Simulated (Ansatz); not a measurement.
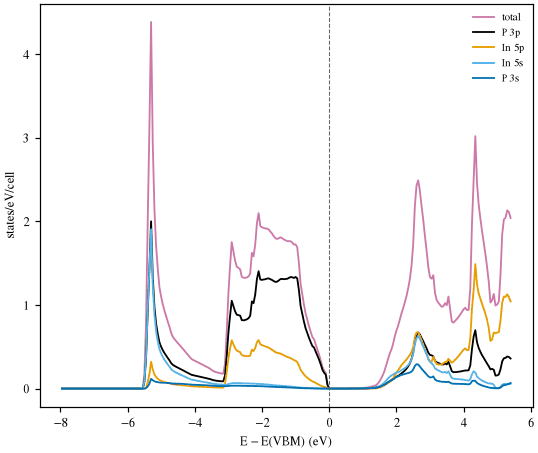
*Total and projected density of states of InP (zinc blende, space group No. 216), the program Ansatz at the PBE level (PAW)*

Q: Which orbitals carry the states next to the gap?

A: Top 1 eV of the valence band: P 3p 81 %, In 5p 16 %. Bottom 1 eV of the conduction band: In 5s 38 %, P 3p 27 %, P 3s 26 %, In 5p 7 %. Projections are on Löwdin-orthogonalised atomic valence shells; empty p or d shells of many metals are not among them.

Q: Where is the tallest occupied peak in this window, and what makes it?

A: Near -5.3 eV, about 4.4 states/eV per cell; the largest projected share is P 3p.

Space group F-43m (zinc blende). The cell was relaxed with PBE under the symmetry of its start. Scalar-relativistic: spin–orbit coupling is off unless named, which matters more the heavier the elements.

Potentials: the earlier of the program's two PAW sets.
